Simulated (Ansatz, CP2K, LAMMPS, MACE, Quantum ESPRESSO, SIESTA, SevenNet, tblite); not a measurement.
## Li+ PF6- in diethyl carbonate and 1,3-dioxolane at 300 K (100 atoms): runs against a plane-wave reference

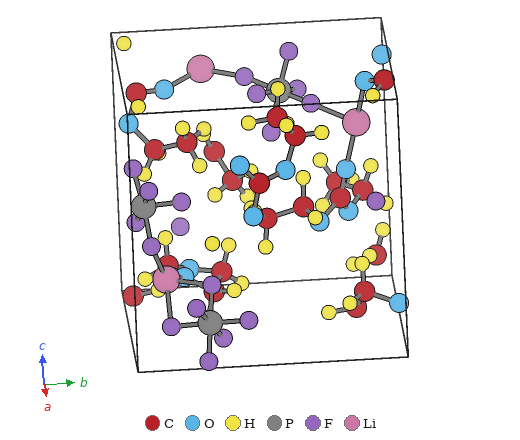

The cell (carbon red, oxygen blue, hydrogen yellow, phosphorus grey, fluorine purple, lithium pink). Bonds to atoms that aren't drawn are left out. Some periodic images of atoms are drawn too.

Density of this cell: 1.34 g/cm³. The cell holds 100 atoms: 21 C, 13 O, 42 H, 3 P, 18 F and 3 Li. Cell: a = 10.579 Å, b = 10.579 Å, c = 10.579 Å, α = 90.0°, β = 90.0°, γ = 90.0°. 3 diethyl carbonate, 2 1,3-dioxolane, 3 Li+, 3 PF6- placed at random, at 1.34 g/cm³; overlaps pushed apart, then 10 ps at 550 K with stiff harmonic cages for PF6 and BF4 with UFF radii; Joung-Cheatham ions (J. Phys. Chem. B 112, 9020 (2008)); MMFF94 bonds, angles, torsions, charges and radii (Halgren, J. Comput. Chem. 17, 490 (1996)) in harmonic and 12-6 forms; charges of ions scaled by 0.8. Snapshot after 30 ps at 300 K and fixed volume.

Geometry: as built.

The reference, a calculation:

* method: Kohn-Sham DFT, PBE, PAW, plane waves (Ansatz 0.2.0); cutoff 420 eV, Γ point, fermi-dirac smearing of 0.05 eV; PAW set soft_2
* r.m.s. force component: 0.9538 eV/Å
* longest force: 3.206 eV/Å
* pressure: 2.823 GPa
* gap (highest filled to lowest empty level): 4.973 eV
* SCF cycles: 10
* time: 13 s on 4 threads of Arm Neoverse V2, shared host
* CPU time: 46 s

Q: Estimate the differences from the reference, the CPU time and the memory of each run.
- tblite GFN1-xTB (tblite 0.8.0; 1 thread)
- SevenNet 0 potential (SevenNet 0; 1 thread)
- QE PBE, sssp-1.3.0-efficiency, 60/480 Ry, paro (Quantum ESPRESSO 7.5; 4 MPI ranks)
- CP2K PBE, DZVP-MOLOPT-SR, 800/50 Ry, OT DIIS (CP2K 2026.2; 2 threads)
- CP2K PBE, DZVP-MOLOPT-SR, 560/50 Ry, OT DIIS (CP2K 2026.2; 4 MPI ranks)
- QE PBE, sssp-1.3.0-efficiency, 60/480 Ry (Quantum ESPRESSO 7.5; 4 MPI ranks)
- QE PBE, gbrv-1.5, 40/200 Ry (Quantum ESPRESSO 7.5; 2 MPI ranks)
- CP2K PBE, DZVP-MOLOPT-SR, 280/50 Ry, OT DIIS (CP2K 2026.2; 2 threads)
- SIESTA PBE, DZP, shift 0.01 Ry, mesh 500 Ry (SIESTA 5.4.2; 2 MPI ranks)
- MACE MPA-0 medium potential (MACE MPA-0 medium; 1 thread)

Differences are against the plane-wave reference, forces as r.m.s. over components; share is that over the reference's r.m.s. force, slope the least-squares factor from reference forces to these. Total energies of different programs have different zeros and aren't compared.

| run | Δ force, r.m.s. (meV/Å) | share (%) | slope | Δ pressure (GPa) | Δ gap (eV) | cores | CPU time | memory (GiB) |
| --- | --- | --- | --- | --- | --- | --- | --- | --- |
| reference | - | - | - | - | - | 4 | 46 s | 1.3 |
| tblite GFN1-xTB | 286 | 30.0 | 0.910 | -1.73 | - | 1 | 3 s | 0.16 |
| SevenNet 0 potential | 181 | 18.9 | 0.918 | -0.356 | - | 1 | 7.2 s | 1.1 |
| QE PBE, sssp-1.3.0-efficiency, 60/480 Ry, paro | 73.0 | 7.66 | 1.023 | 0.377 | -0.0043 | 4 | 12 min | 3.1 |
| CP2K PBE, DZVP-MOLOPT-SR, 800/50 Ry, OT DIIS | 132 | 13.8 | 1.059 | 0.802 | -0.0206 | 2 | 7.8 min | 2.3 |
| CP2K PBE, DZVP-MOLOPT-SR, 560/50 Ry, OT DIIS (coarse) | 143 | 15.0 | 1.059 | 0.811 | -0.0213 | 4 | 7.9 min | 2.6 |
| QE PBE, sssp-1.3.0-efficiency, 60/480 Ry | 72.9 | 7.65 | 1.023 | 0.375 | -0.0044 | 4 | 5.8 min | 3.1 |
| QE PBE, gbrv-1.5, 40/200 Ry | 86.9 | 9.11 | 1.030 | 0.478 | 0.0079 | 2 | 2.4 min | 1.0 |
| CP2K PBE, DZVP-MOLOPT-SR, 280/50 Ry, OT DIIS (coarse) | 166 | 17.4 | 1.058 | 0.958 | -0.0187 | 2 | 5.5 min | 0.72 |
| SIESTA PBE, DZP, shift 0.01 Ry, mesh 500 Ry | 609 | 63.8 | 1.207 | 3.88 | -0.223 | 2 | 3 min | 1.7 |
| MACE MPA-0 medium potential | 172 | 18.1 | 0.954 | 0.338 | - | 1 | 7.8 s | 1.2 |

Rows marked coarse were listed beforehand as settings not expected to be converged; some can still land near the reference.

Times of the machine-learned potentials are mostly Python's start and the loading of weights.

CPU time is summed over cores on a shared host, where runs went side by side, so it is rough. Symmetry, cutoffs, thresholds, outputs and thread counts weren't matched or tuned between programs; memory under MPI is the largest rank's times the ranks.

PBE on plane waves or a grid with other potentials, cutoffs or grids, coarse settings apart, differs from the reference by 7.6 % (QE PBE, sssp-1.3.0-efficiency, 60/480 Ry) to 9.1 % (QE PBE, gbrv-1.5, 40/200 Ry) of the r.m.s. force; potentials, valence shells or grid differ, and the table alone doesn't part them (QE's 60 Ry are 816 eV, against the reference's 420 eV). The PBE runs in local orbitals, coarse settings apart, differ by 14 % (CP2K PBE, DZVP-MOLOPT-SR, 800/50 Ry, OT DIIS) to 64 % (SIESTA PBE, DZP, shift 0.01 Ry, mesh 500 Ry); basis, grid and potentials can all enter. Tight binding differs by 30 % (tblite GFN1-xTB); it is another model, with fitted parameters of its own, and the xTB methods hold dispersion. Machine-learned potentials differ by 18 % (MACE MPA-0 medium potential) to 19 % (SevenNet 0 potential); they were trained on other programs' data. Periodic xTB results under one method name differ between programs and library versions. Machine-learned potentials mimic data converged in k, so the reference's own k-point error enters their differences. The network of contacts between molecules at the start is that of the classical potential that made the cell, and needn't be the one that DFT or experiment would give. The electronic-structure runs sample only Γ, in a cell whose shortest periodic width is 11 Å.

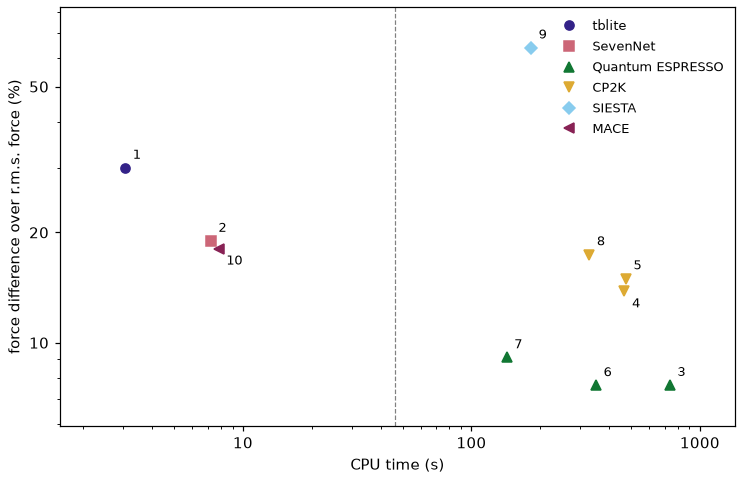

Force difference against CPU time; the dashed line marks the reference's time. Points: 1 tblite GFN1-xTB; 2 SevenNet 0 potential; 3 QE PBE, sssp-1.3.0-efficiency, 60/480 Ry, paro; 4 CP2K PBE, DZVP-MOLOPT-SR, 800/50 Ry, OT DIIS; 5 CP2K PBE, DZVP-MOLOPT-SR, 560/50 Ry, OT DIIS; 6 QE PBE, sssp-1.3.0-efficiency, 60/480 Ry; 7 QE PBE, gbrv-1.5, 40/200 Ry; 8 CP2K PBE, DZVP-MOLOPT-SR, 280/50 Ry, OT DIIS; 9 SIESTA PBE, DZP, shift 0.01 Ry, mesh 500 Ry; 10 MACE MPA-0 medium potential.

[Hosts, paths, dates, database ids (printed as entryN), source tags and the programs' standing remarks are cut or masked in the printed files.]

[The MMFF94 radii named for the starting cell were scaled by 0.96; in molecules described by MMFF94, hydrogen bound to N, O or S took a small fixed 12-6 site in their place.]
